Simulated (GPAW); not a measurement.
Consider MgNi3C (Pm-3m).

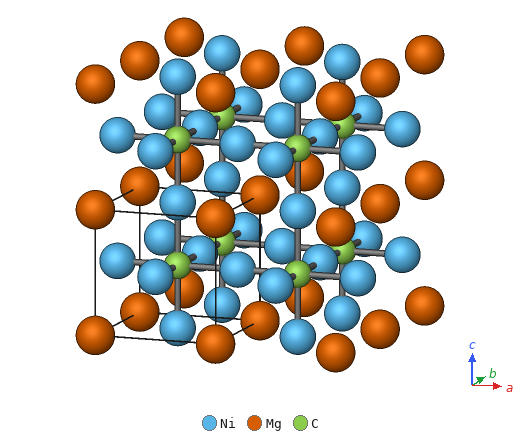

The structure (nickel blue, magnesium orange, carbon green). 2×2×2 cells are drawn. Some periodic images of atoms are drawn too.

```cif
data_structure
_symmetry_space_group_name_H-M 'P 1'
_symmetry_Int_Tables_number 1
_cell_length_a 3.8089
_cell_length_b 3.8089
_cell_length_c 3.8089
_cell_angle_alpha 90.000
_cell_angle_beta 90.000
_cell_angle_gamma 90.000
_cell_volume 55.26
loop_
_atom_site_label
_atom_site_type_symbol
_atom_site_fract_x
_atom_site_fract_y
_atom_site_fract_z
_atom_site_occupancy
Ni1 Ni 0.50000 0.50000 0.00000 1
Ni2 Ni 0.50000 0.00000 0.50000 1
Ni3 Ni 0.00000 0.50000 0.50000 1
Mg4 Mg 0.00000 0.00000 0.00000 1
C5 C 0.50000 0.50000 0.50000 1
```

Absorber: atom 4, with 12 Ni at 2.69 Å (cuboctahedral, site symmetry m-3m). Method: GPAW, LDA, excited-electron core hole (neutral cell), 20-atom cell with 6.6 Å between holes, 4×4×4 k points, dipole transitions, Gaussian full width 0.9 eV up to 4 eV, rising linearly to 3.5 eV at 25 eV.

**Question.** Predict the near-edge structure at the Mg K edge.

Main maxima up to 24 eV above the zero (height): 3.8 eV (2.52), 6.4 eV (0.83) and 16.2 eV (1.64). A K edge sees empty p states on the absorber. The total-energy difference is 1293.92 eV. The tabulated edge of the element is 1303 eV. The functional leaves an error in such absolute values: in the free atom LDA prices this hole 6.5 eV below PBE (computed apart), and PBE is itself good to a few eV.

The Mg K spectrum (energy from the lowest empty level; intensity scaled to a mean of 1 over the first 20 eV):

```csv
E (eV),intensity
-2.0,0.00
-0.5,0.03
1.0,0.22
2.5,0.96
4.0,2.43
5.5,0.81
7.0,0.62
8.5,0.66
10.0,0.70
11.5,0.86
13.0,1.04
14.5,1.27
16.0,1.63
17.5,1.35
19.0,0.99
20.5,0.77
22.0,0.60
23.5,0.52
25.0,0.42
26.5,0.35
28.0,0.34
29.5,0.33
31.0,0.34
```

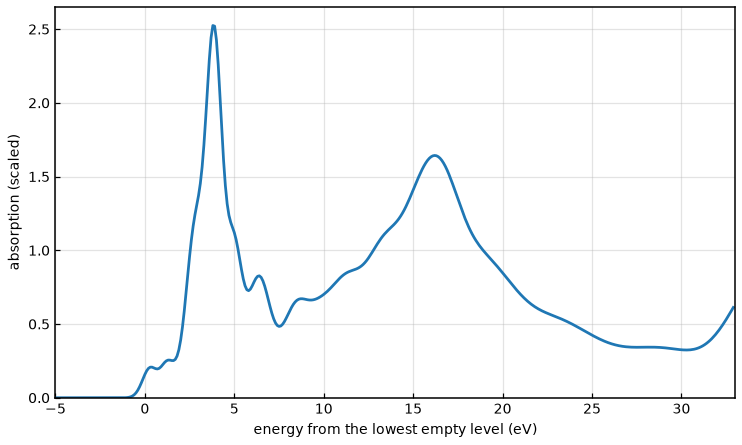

The Mg K edge.

The hole lies in one spin channel, while the script sums the empty states of both and takes the lower zero; where the two channels are split, this blurs and shifts the curve. The starting moments shrank to 0.00 μB or less, so this is hardly a magnetic state. The mesh is coarse (0.29 Å⁻¹ between points), so small maxima may be mesh ripples. Lifetime broadening is put in by hand, and intensities beyond about 20 eV depend on it and on the partial waves; weight that the partial waves miss at high energy is lost. The structure is a published determination, not relaxed.

[Banner, clock and machine lines of the logs are left out without a mark of their own.]

[Logs are printed without paths, hosts, clocks, repeated set-up lines and the standing remarks that a program may print on its own settings, such as how far it seeks lower states.]

[Hosts, paths, dates, database ids (printed as entryN), source tags and the programs' standing remarks are cut or masked in the printed files.]

[Lists of maxima count a maximum above −3 eV only where it reaches 4 % of the highest in the window and stands out from its surroundings by 2 % of it (1.5 % where it reaches 55 %); shoulders and weaker maxima are passed over, and of the rest the first, up to two pre-edge ones and the few strongest are named.]
